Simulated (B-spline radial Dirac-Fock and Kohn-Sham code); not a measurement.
# Elastic scattering of electrons by Co

The question: how strongly Co scatters electrons elastically, and to which angles, at 8 energies.

The numbers are computed with B-spline radial Dirac-Fock and Kohn-Sham code (version 3): Dirac partial waves in the static field of the Dirac-Fock density with Furness-McCarthy exchange, no polarisation or absorption.

### Step 1. The atom as given

The Co atom in the configuration [Ar] 3d7 4s2.

```yaml
nuclear_charge: 27
electrons: 27
mass_number: 59
nuclear_rms_radius: 3.7875 fm
```

### Step 2. 484.0 eV

Recorded inputs:

```ini
task = elastic
Z = 27
charge = 0
configuration = 1s2 2s2 2p6 3s2 3p6 3d7 4s2
mass_number = 59
rms_radius = 3.7875  # fm
projectile = electron
energy = 484.0  # eV
theta = [0, 0.5, 1, 2, 4, 8, 12, 16, 24, 32, 45, 60, 75, 90, 105, 120, 135, 150, 165, 180]  # deg
```

The program writes no log. Results of the run, from its result record (rounded, main fields):

```text
{
  "status": "converged",
  "sigma [bohr^2]": 8.784,
  "transport1 [bohr^2]": 2.688,
  "transport2 [bohr^2]": 2.349,
  "backward [bohr^2]": 1.118,
  "dcs [bohr^2/sr]": [70.68, 70.34, 69.33, 65.49, 52.78, 26.17, 11.92, 5.98, 1.984, 0.8265, 0.3298, 0.1999, 0.1544, 0.1045, 0.04825, 0.05413, 0.1875, 0.4307, 0.6707, 0.771],
  "sherman": [0.0, 5.829e-06, 1.176e-05, 2.431e-05, 5.509e-05, 0.0001631, 0.0003591, 0.0006012, 0.000725, -0.0008787, -0.007477, -0.005717, 0.01024, 0.02697, 0.02931, -0.03019, -0.02298, -0.01158, -0.004881, 0.0],
  "phases_minus [rad]": [-0.2683, 1.128, -0.5081, 1.505, 0.8884],
  "phases_plus [rad]": [0.0, 1.156, -0.5021, 1.506, 0.889],
  "partial_waves": 75
}
```

### Step 3. 655.0 eV

Recorded inputs:

```ini
task = elastic
projectile = electron
energy = 655.0  # eV
theta = [0, 0.5, 1, 2, 4, 8, 12, 16, 24, 32, 45, 60, 75, 90, 105, 120, 135, 150, 165, 180]  # deg
```

The program writes no log. Results of the run, from its result record (rounded, main fields):

```text
{
  "status": "converged",
  "sigma [bohr^2]": 7.479,
  "transport1 [bohr^2]": 1.883,
  "transport2 [bohr^2]": 1.903,
  "backward [bohr^2]": 0.7654,
  "dcs [bohr^2/sr]": [77.02, 76.53, 75.11, 69.76, 53.04, 23.06, 9.896, 4.877, 1.562, 0.6624, 0.2944, 0.1732, 0.1131, 0.06974, 0.04816, 0.07095, 0.1458, 0.2507, 0.3419, 0.378],
  "sherman": [0.0, 4.995e-06, 1.008e-05, 2.084e-05, 4.704e-05, 0.0001292, 0.0002275, 0.0002502, -0.0004234, -0.002651, -0.005123, 0.002991, 0.0176, 0.02382, -0.001563, -0.02877, -0.02194, -0.01236, -0.005467, 0.0],
  "phases_minus [rad]": [-0.6015, 0.8707, -0.6068, 1.545, 0.9722],
  "phases_plus [rad]": [0.0, 0.8983, -0.6006, 1.547, 0.973],
  "partial_waves": 86
}
```

### Step 4. 4760 eV

Settings, as recorded:

```ini
task = elastic
projectile = electron
energy = 4760.0  # eV
theta = [0, 0.5, 1, 2, 4, 8, 12, 16, 24, 32, 45, 60, 75, 90, 105, 120, 135, 150, 165, 180]  # deg
```

The program writes no log. Results of the run, from its result record (rounded, main fields):

```text
{
  "status": "converged",
  "sigma [bohr^2]": 2.312,
  "transport1 [bohr^2]": 0.1124,
  "transport2 [bohr^2]": 0.2196,
  "backward [bohr^2]": 0.02475,
  "dcs [bohr^2/sr]": [125.2, 120.5, 108.1, 74.24, 28.81, 6.694, 2.234, 0.9283, 0.272, 0.113, 0.03922, 0.01717, 0.009669, 0.006347, 0.004643, 0.00369, 0.003134, 0.002811, 0.002641, 0.002587],
  "sherman": [0.0, 2.49e-07, 5.487e-07, 1.549e-06, 7.468e-06, 5.703e-05, 0.0002229, 0.0006004, 0.001909, 0.003268, 0.003049, -0.003825, -0.01581, -0.02774, -0.03532, -0.03673, -0.03238, -0.02375, -0.01248, 0.0],
  "phases_minus [rad]": [0.4334, -0.6635, -1.332, 1.387, 1.102],
  "phases_plus [rad]": [0.0, -0.6335, -1.322, 1.392, 1.105],
  "partial_waves": 210
}
```

### Step 5. 17500 eV

Recorded inputs:

```ini
task = elastic
projectile = electron
energy = 17500.0  # eV
theta = [0, 0.5, 1, 2, 4, 8, 12, 16, 24, 32, 45, 60, 75, 90, 105, 120, 135, 150, 165, 180]  # deg
```

The program writes no log. Results of the run, from its result record (rounded, main fields):

```text
{
  "status": "converged",
  "sigma [bohr^2]": 0.8912,
  "transport1 [bohr^2]": 0.01342,
  "transport2 [bohr^2]": 0.03105,
  "backward [bohr^2]": 0.001678,
  "dcs [bohr^2/sr]": [157.8, 138.9, 99.91, 42.84, 11.26, 1.706, 0.4442, 0.1687, 0.04243, 0.01585, 0.004953, 0.001874, 0.0009034, 0.0005154, 0.0003339, 0.0002396, 0.0001874, 0.0001582, 0.0001433, 0.0001387],
  "sherman": [0.0, 2.748e-06, 6.418e-06, 1.892e-05, 6.714e-05, 0.0002709, 0.0005628, 0.0008238, 0.0009165, -0.0002353, -0.005657, -0.01648, -0.02951, -0.04144, -0.04928, -0.05107, -0.04606, -0.03475, -0.01866, 0.0],
  "phases_minus [rad]": [-0.7044, -1.412, 1.357, 1.118, 0.9473],
  "phases_plus [rad]": [0.0, -1.375, 1.372, 1.126, 0.9532],
  "partial_waves": 385
}
```

### Step 6. 37100 eV

Recorded inputs:

```ini
task = elastic
projectile = electron
energy = 37100.0  # eV
theta = [0, 0.5, 1, 2, 4, 8, 12, 16, 24, 32, 45, 60, 75, 90, 105, 120, 135, 150, 165, 180]  # deg
```

The program writes no log. Results of the run, from its result record (rounded, main fields):

```text
{
  "status": "converged",
  "sigma [bohr^2]": 0.4887,
  "transport1 [bohr^2]": 0.00371,
  "transport2 [bohr^2]": 0.009058,
  "backward [bohr^2]": 0.0003568,
  "dcs [bohr^2/sr]": [179.7, 138.9, 78.04, 25.46, 5.287, 0.5716, 0.1406, 0.05178, 0.01221, 0.004299, 0.001247, 0.0004477, 0.000208, 0.0001148, 7.211e-05, 5.027e-05, 3.836e-05, 3.177e-05, 2.843e-05, 2.738e-05],
  "sherman": [0.0, 2.751e-06, 7.065e-06, 2.218e-05, 7.743e-05, 0.0002591, 0.0004136, 0.0004538, -0.0002931, -0.002589, -0.009692, -0.02199, -0.03628, -0.04949, -0.05856, -0.06107, -0.05568, -0.04247, -0.02298, 0.0],
  "phases_minus [rad]": [-1.21, 1.405, 1.138, 0.9654, 0.8403],
  "phases_plus [rad]": [0.0, 1.45, 1.158, 0.9775, 0.8488],
  "partial_waves": 549
}
```

### Step 7. 64900 eV

Recorded inputs:

```ini
task = elastic
projectile = electron
energy = 64900.0  # eV
theta = [0, 0.5, 1, 2, 4, 8, 12, 16, 24, 32, 45, 60, 75, 90, 105, 120, 135, 150, 165, 180]  # deg
```

The program writes no log. Results of the run, from its result record (rounded, main fields):

```text
{
  "status": "converged",
  "sigma [bohr^2]": 0.3136,
  "transport1 [bohr^2]": 0.001415,
  "transport2 [bohr^2]": 0.003561,
  "backward [bohr^2]": 0.0001134,
  "dcs [bohr^2/sr]": [203.5, 132.2, 59.0, 16.3, 2.588, 0.2378, 0.05767, 0.02048, 0.004551, 0.001554, 0.0004393, 0.0001542, 7.005e-05, 3.778e-05, 2.318e-05, 1.581e-05, 1.182e-05, 9.637e-06, 8.531e-06, 8.203e-06],
  "sherman": [0.0, 2.426e-06, 6.754e-06, 2.172e-05, 7.546e-05, 0.0002057, 0.0002649, 0.0001213, -0.00119, -0.004066, -0.01205, -0.0254, -0.04092, -0.05559, -0.06619, -0.06985, -0.06457, -0.04986, -0.02721, 0.0],
  "phases_minus [rad]": [-1.505, 1.215, 1.005, 0.8673, 0.7671],
  "phases_plus [rad]": [0.0, 1.269, 1.029, 0.8828, 0.7783],
  "partial_waves": 722
}
```

### Step 8. 101000 eV

The run's settings:

```ini
task = elastic
projectile = electron
energy = 101000.0  # eV
theta = [0, 0.5, 1, 2, 4, 8, 12, 16, 24, 32, 45, 60, 75, 90, 105, 120, 135, 150, 165, 180]  # deg
```

The program writes no log. Results of the run, from its result record (rounded, main fields):

```text
{
  "status": "converged",
  "sigma [bohr^2]": 0.225,
  "transport1 [bohr^2]": 0.0006651,
  "transport2 [bohr^2]": 0.001709,
  "backward [bohr^2]": 4.591e-05,
  "dcs [bohr^2/sr]": [232.8, 123.0, 45.69, 10.95, 1.358, 0.1193, 0.02798, 0.00958, 0.002065, 0.0006972, 0.0001944, 6.706e-05, 2.99e-05, 1.581e-05, 9.496e-06, 6.334e-06, 4.639e-06, 3.714e-06, 3.249e-06, 3.1e-06],
  "sherman": [0.0, 2.114e-06, 6.23e-06, 2.038e-05, 6.87e-05, 0.0001596, 0.0001374, -0.0001483, -0.001769, -0.004939, -0.01344, -0.02751, -0.04402, -0.06009, -0.07243, -0.07769, -0.07309, -0.05735, -0.03164, 0.0],
  "phases_minus [rad]": [1.451, 1.096, 0.9195, 0.8037, 0.7186],
  "phases_plus [rad]": [0.0, 1.158, 0.9486, 0.8225, 0.7324],
  "partial_waves": 903
}
```

### Step 9. 115000 eV

Recorded inputs:

```ini
task = elastic
projectile = electron
energy = 115000.0  # eV
theta = [0, 0.5, 1, 2, 4, 8, 12, 16, 24, 32, 45, 60, 75, 90, 105, 120, 135, 150, 165, 180]  # deg
```

The program writes no log. Results of the run, from its result record (rounded, main fields):

```text
{
  "status": "converged",
  "sigma [bohr^2]": 0.2052,
  "transport1 [bohr^2]": 0.0005342,
  "transport2 [bohr^2]": 0.00138,
  "backward [bohr^2]": 3.522e-05,
  "dcs [bohr^2/sr]": [244.2, 119.7, 42.29, 9.643, 1.116, 0.09752, 0.02254, 0.00765, 0.001641, 0.0005526, 0.0001534, 5.265e-05, 2.334e-05, 1.227e-05, 7.315e-06, 4.842e-06, 3.52e-06, 2.799e-06, 2.437e-06, 2.321e-06],
  "sherman": [0.0, 2.021e-06, 6.035e-06, 1.991e-05, 6.591e-05, 0.0001465, 9.925e-05, -0.0002218, -0.001905, -0.005138, -0.01375, -0.02797, -0.04475, -0.06125, -0.0742, -0.0801, -0.07588, -0.0599, -0.0332, 0.0],
  "phases_minus [rad]": [1.405, 1.067, 0.8983, 0.7878, 0.7065],
  "phases_plus [rad]": [0.0, 1.131, 0.9289, 0.8077, 0.7211],
  "partial_waves": 965
}
```

### Step 10. What follows from the records

```tsv
energy (eV)	σ (bohr²)	first transport (bohr²)	σ / transport	backward share (%)	partial waves
484.0	8.78	2.69	3.27	12.7	75
655.0	7.48	1.88	3.97	10.2	86
4760	2.31	0.112	20.6	1.07	210
17500	0.891	0.0134	66.4	0.188	385
37100	0.489	0.00371	132	0.0730	549
64900	0.314	0.00142	222	0.0362	722
101000	0.225	6.65e-04	338	0.0204	903
115000	0.205	5.34e-04	384	0.0172	965
```

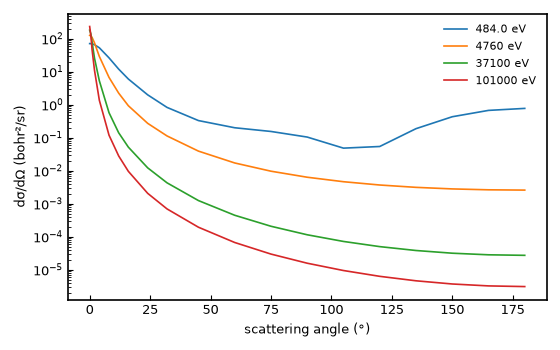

Angular distributions of electrons.

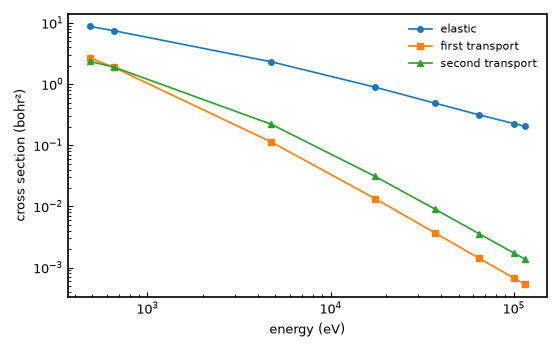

Integrated cross sections against energy.

### Step 11. Outcome

```
                quantity                      value
σ at 484.0 and 115000 eV       8.78 and 0.205 bohr²
    backward share there          12.7 and 0.0172 %
largest Sherman function  -0.080 at 120°, 115000 eV
```

**Reading.** It takes about 3.3 elastic collisions to lose the direction at 484.0 eV and 380 at 115000 eV (σ over the first transport cross section). Deep diffraction minima show in the angular distribution up to 655.0 eV.
